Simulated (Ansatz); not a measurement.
Consider C₂H₅B (SMILES [BH2-]=C[CH2]) (charge −1, doublet).

The calculation's input:

```
crystal:
  periodic: [false, false, false]
  atoms:
    - {symbol: C, position_ang: [-0.727559, 1.753538, 1.147149]}
    - {symbol: C, position_ang: [-0.874237, 0.474481, 0.617225]}
    - {symbol: B, position_ang: [-0.752998, 2.198438, 2.590115]}
    - {symbol: H, position_ang: [-0.606291, 3.380318, 2.895569]}
    - {symbol: H, position_ang: [-0.921348, 1.392297, 3.506077]}
    - {symbol: H, position_ang: [-0.571723, 2.535753, 0.382241]}
    - {symbol: H, position_ang: [-1.035077, -0.392595, 1.269115]}
    - {symbol: H, position_ang: [-0.837191, 0.271532, -0.459951]}
basis:
  gaussian: {orbitals: def2-TZVPD}
output: {forces: true, orbitals: {seedname: orbitals}}
magnetization: {spin_polarized: true, initial_magnetization: 1}
total_charge: -1
hamiltonian: {xc: {name: PBE0}}
```

Command:

```sh
ansatz run input.yaml --threads 2 --pin off --max-ram 4350MiB --events-out events.jsonl --progress --plain --runs-dir runs
```

Geometry: PBE0-D3(BJ)/def2-SVPD; the highest occupied orbital lies above zero, a sign that basis and functional describe the outermost electron poorly.

The calculation used isolated molecule in a Gaussian basis; Kohn-Sham density functional theory, functional PBE0 in Ansatz 0.2.0.

Predict the electron density, electron localisation function and spin density between the atoms.

Answer. C–C (1.39 Å): the density is about 2.1 e/Å³ at the midpoint; the ELF peaks at about 0.95 between the atoms: a covalent bond.
C–B (1.51 Å): the density is about 1.5 e/Å³ at the midpoint; the ELF peaks at about 0.95 between the atoms, as expected for localised, covalent bonding.
C–H (1.10 Å): ρ at the midpoint is about 1.9 e/Å³; the ELF climbs to about 1 towards the hydrogen, as it does in any bond to H; an ordinary covalent bond to hydrogen.
B–H (1.23 Å): ρ at the midpoint is about 1.1 e/Å³; the ELF climbs to about 1 towards the hydrogen (an ordinary covalent bond to hydrogen).
The unpaired spin (1 electron) lies mostly on B3 (about 0.4) and C2 (about 0.4), in electrons by Hirshfeld's partition.

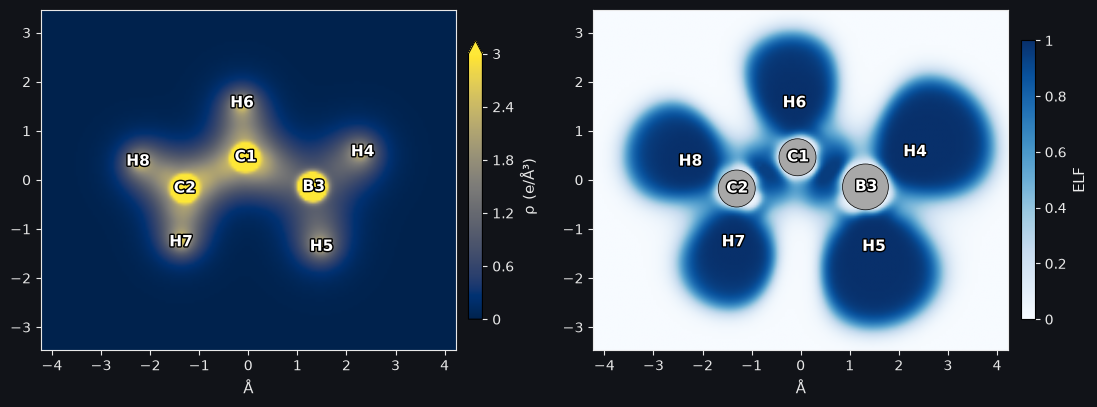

Computed electron density and electron localisation function on the molecular plane, in this order. Grey discs cover the atomic cores in the ELF map. 
